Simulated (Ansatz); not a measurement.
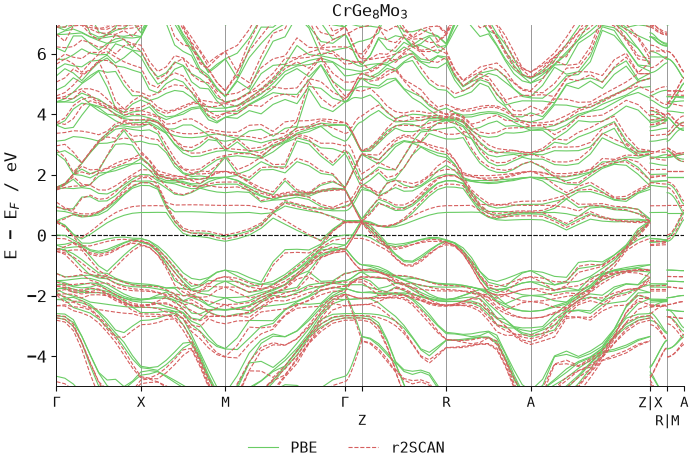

Band structures of CrGe$_{8}$Mo$_{3}$, space group P4/mmm (No. 123), 12 atoms in the cell, by two methods on the same cell. Each is counted from its own Fermi level.

**How do the methods compare?**

Both give a metal. The 11 bands that come within 1 eV of the Fermi level differ by 0.12 eV on average and by 0.25 eV at most (at M).

Settings. PBE: DFT PBE, scalar-relativistic, plane waves, PAW, no spin polarisation, 12×12×4 k mesh, 420 eV cutoff, Gaussian smearing of 0.1 eV (Ansatz). r2SCAN: DFT r2SCAN, scalar-relativistic, plane waves, PAW, no spin polarisation, 12×12×4 k mesh, 500 eV cutoff (Ansatz).

The run has no spin polarisation, so a magnetic state may lie lower. The structure is an invented one, so it need not be a known or stable phase.
